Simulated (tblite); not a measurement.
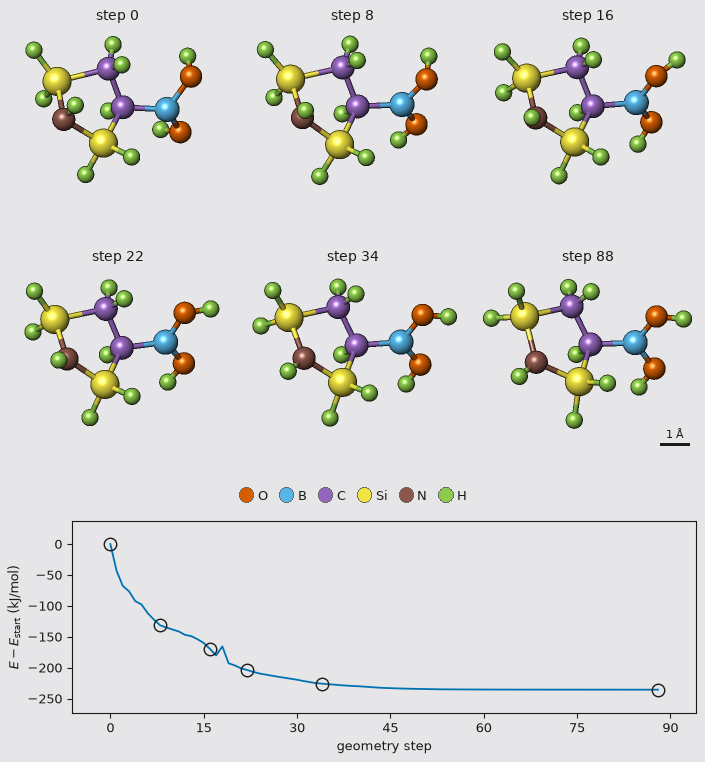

Frames of a relaxation of C$_{2}$H$_{10}$BNO$_{2}$Si$_{2}$, marked on the history of the run. A ball-and-stick model, seen at a tilt.

All numbers below come from GFN2-xTB geometry optimisation, gas phase in tblite. 

What happens along the run?

The largest move after the best rigid fit is that of an H atom, 1.49 Å. By element the largest moves are H 1.49 Å, C 0.42 Å, B 0.37 Å, N 0.37 Å, Si 0.36 Å, O 0.24 Å. Among the contacts that change: B–O 1.482 → 1.352 Å, B–O 1.470 → 1.371 Å, N–Si 1.802 → 1.728 Å, C–Si 1.849 → 1.909 Å. Bond angles that change, for instance: Si–N–Si 98.2° → 117.9°, Si–N–H 103.5° → 121.2°, Si–N–H 106.0° → 120.8°. Over 88 geometry steps the energy falls by 235.5 kJ/mol. Cost: 1.3 s on 1 thread of Arm Neoverse N1, on a shared host. From step 0 to 8: an H atom moves most (0.39 Å), energy −131.4 kJ/mol. From step 8 to 16: an H atom moves most (0.50 Å), energy −38.0 kJ/mol. From step 16 to 22: an H atom moves most (0.30 Å), energy −34.3 kJ/mol. From step 22 to 34: an H atom moves most (0.51 Å), energy −22.0 kJ/mol. From step 34 to 88: H atoms move most (0.39 Å), energy −9.71 kJ/mol.

```json
{"step": "0", "E − E(0), kJ/mol": "0.00"}
{"step": "1", "E − E(0), kJ/mol": "-43.25"}
{"step": "2", "E − E(0), kJ/mol": "-67.78"}
{"step": "3", "E − E(0), kJ/mol": "-76.43"}
{"step": "4", "E − E(0), kJ/mol": "-92.34"}
{"step": "5", "E − E(0), kJ/mol": "-97.64"}
{"step": "6", "E − E(0), kJ/mol": "-111.78"}
{"step": "7", "E − E(0), kJ/mol": "-122.21"}
{"step": "8", "E − E(0), kJ/mol": "-131.44"}
{"step": "9", "E − E(0), kJ/mol": "-135.00"}
{"step": "10", "E − E(0), kJ/mol": "-138.28"}
{"step": "14", "E − E(0), kJ/mol": "-153.90"}
{"step": "18", "E − E(0), kJ/mol": "-165.49"}
{"step": "22", "E − E(0), kJ/mol": "-203.76"}
{"step": "26", "E − E(0), kJ/mol": "-212.99"}
{"step": "31", "E − E(0), kJ/mol": "-221.45"}
{"step": "35", "E − E(0), kJ/mol": "-226.74"}
{"step": "39", "E − E(0), kJ/mol": "-229.55"}
{"step": "43", "E − E(0), kJ/mol": "-232.19"}
{"step": "47", "E − E(0), kJ/mol": "-233.72"}
{"step": "51", "E − E(0), kJ/mol": "-234.56"}
{"step": "55", "E − E(0), kJ/mol": "-235.06"}
{"step": "59", "E − E(0), kJ/mol": "-235.25"}
{"step": "63", "E − E(0), kJ/mol": "-235.36"}
{"step": "67", "E − E(0), kJ/mol": "-235.42"}
{"step": "72", "E − E(0), kJ/mol": "-235.45"}
{"step": "76", "E − E(0), kJ/mol": "-235.46"}
{"step": "80", "E − E(0), kJ/mol": "-235.48"}
{"step": "84", "E − E(0), kJ/mol": "-235.50"}
{"step": "88", "E − E(0), kJ/mol": "-235.51"}
```
